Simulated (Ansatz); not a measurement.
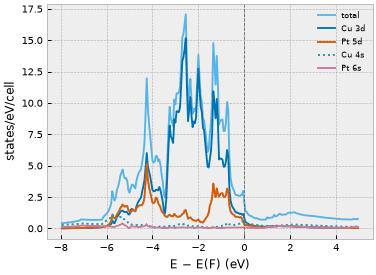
Figure. Total and projected density of states of Cu$_{3}$Pt (Cu3Au type, Pm-3m), DFT-PBEsol in the program Ansatz with PAW potentials

Task: Which orbitals carry the states next to the Fermi level?

Result: Within 0.5 eV of the Fermi level: Cu 3d 42 %, Pt 5d 28 %, Cu 4s 20 %, outside the projected shells 7 %. Projections are on Löwdin-orthogonalised atomic valence shells; empty p or d shells of many metals are not among them.

Task: Where is the tallest occupied peak in this window, and what makes it?

Result: Near -2.5 eV, about 17 states/eV per cell; the largest projected share is Cu 3d.

The first step of the workflow began from a Materials Project structure, measured or hypothetical; the Crystallography Open Database files this formula in space group No. 221, but the cells were not matched. Whether it is the stable phase at ambient conditions was not checked. Symmetry was held in the PBEsol relaxation; of distortions, only those at the zone centre were tested. The run is not spin-polarised. Spin–orbit coupling is left out wherever it is not named.

Potentials: the later of the program's two PAW sets.
